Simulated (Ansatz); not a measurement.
# FH₂InO₂···H₂: what the fields show

Input file:

```
crystal:
  periodic: [false, false, false]
  atoms:
    - {symbol: In, position_ang: [-0.566616, 0.236017, -0.168400]}
    - {symbol: H, position_ang: [1.797315, -1.012198, 0.387497]}
    - {symbol: O, position_ang: [-0.174844, 0.403787, -2.079728]}
    - {symbol: O, position_ang: [-1.649881, -1.139995, 0.707936]}
    - {symbol: H, position_ang: [1.842499, -0.367072, 0.770132]}
    - {symbol: F, position_ang: [0.118748, 1.662255, 0.984315]}
    - {symbol: H, position_ang: [0.350130, 1.190300, -2.254282]}
    - {symbol: H, position_ang: [-1.717352, -0.973095, 1.652531]}
basis:
  gaussian: {orbitals: def2-TZVPP}
hamiltonian: {xc: pbe0, dispersion: d4}
output: {orbitals: {seedname: orbitals}}
```

Run with:

```sh
ansatz run in.yaml --threads 4 --pin off --events-out ev --progress --plain --max-ram 9574MiB
```

The product side of a reaction path; geometry: PBE0-D4/def2-TZVP; core potentials replace the inner electrons of In.

All numbers below come from Ansatz 0.2.0, RKS PBE0-D4/def2-TZVPP.

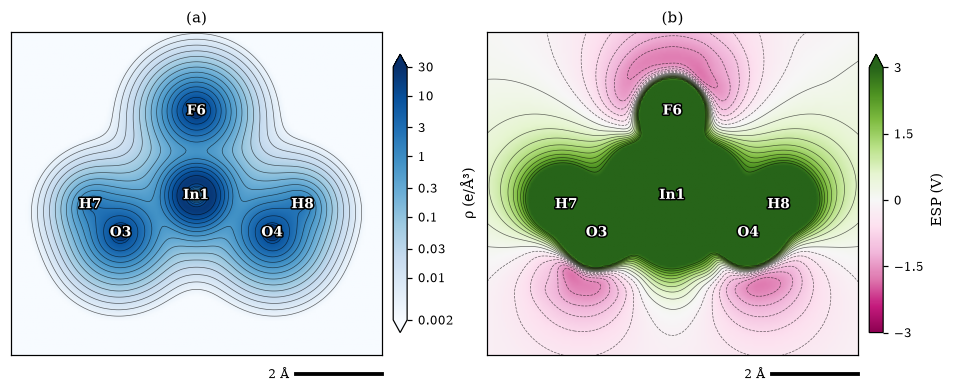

Figure 1. (a) electron density; (b) molecular electrostatic potential on the plane of atoms O3, In1 and O4.

### What does the map show?

The section cuts through In, O, F and H sites. In–F (1.96 Å): ρ is about 0.78 e/Å³ halfway. In–O (1.96 Å): ρ is about 0.84 e/Å³ halfway. O–H (0.96 Å): ρ at the midpoint is about 3.8 e/Å³. Outside the dense part of the complex the potential is most negative (−1.8 V) near O3 and O4.

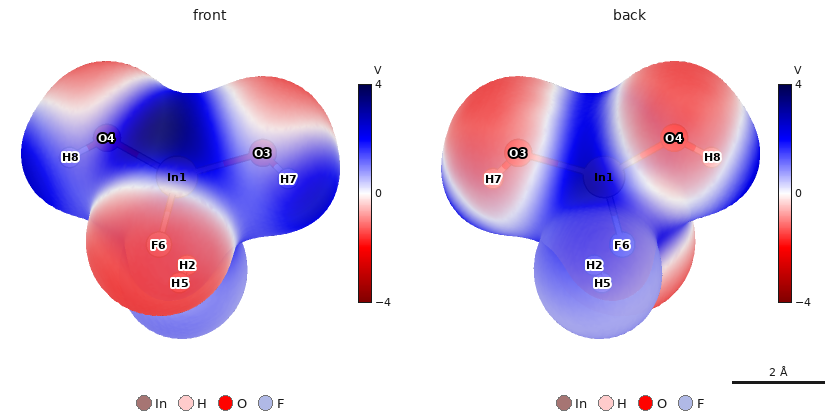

Figure 2. The molecular electrostatic potential painted on the density surface at 0.002 e/bohr³, seen from the front and from behind; the colour scale runs from red (negative) to blue (positive).

### Describe the electrostatic potential map.

The most negative region (about −1.5 V, or −35 kcal/mol for a unit charge) lies over F6, the most positive (about +3.5 V, or +81 kcal/mol for a unit charge) over In1.

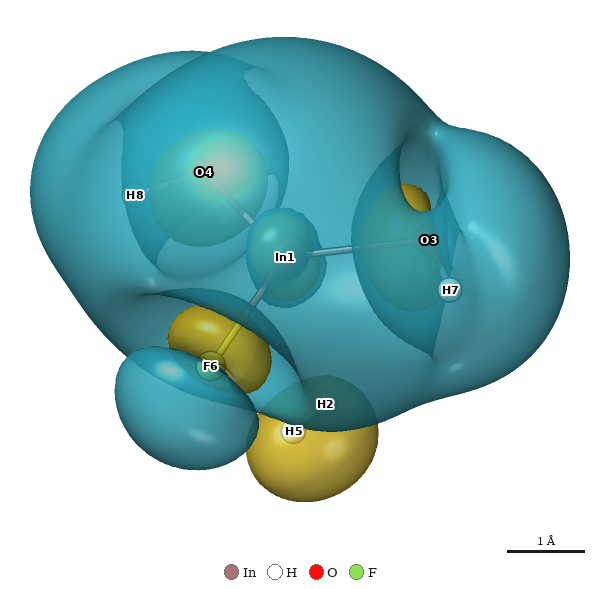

Figure 3. The LUMO at ±0.04 Å⁻³ᐟ² (yellow and cyan are the two phases), seen at a tilt.

### What is the character of this orbital?

By Hirshfeld shares it lies mainly on In1 (about 55 %), O3 (about 15 %), O4 (about 15 %) and F6 (about 10 %). Its energy is −2.06 eV.

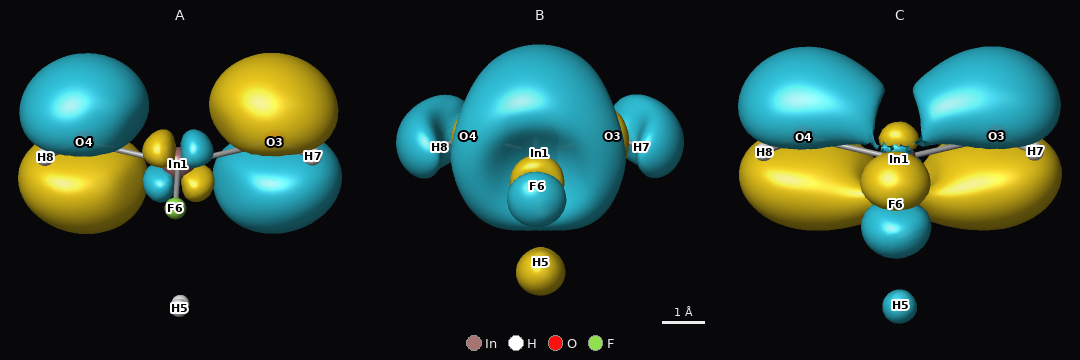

Figure 4. Three frontier orbitals at ±0.06 Å⁻³ᐟ² (yellow and cyan are the two phases), in no order.

### Which picture is the HOMO−1, the HOMO and the LUMO?

C is the HOMO−1 (−9.35 eV). Its weight (Hirshfeld) is mainly on O3 (about 40 %), O4 (about 40 %) and In1 (about 10 %); largely a combination of lone pairs on O3 and O4. A is the HOMO (−8.99 eV). It lies mainly on O3 (about 45 %), O4 (about 45 %) and In1 (about 10 %); largely a combination of lone pairs on O3 and O4. B is the LUMO (−2.06 eV). Its weight (Hirshfeld) is mainly on In1 (about 55 %), O3 (about 15 %), O4 (about 15 %) and F6 (about 10 %).

### What is the HOMO–LUMO gap?

6.93 eV between the orbital energies.
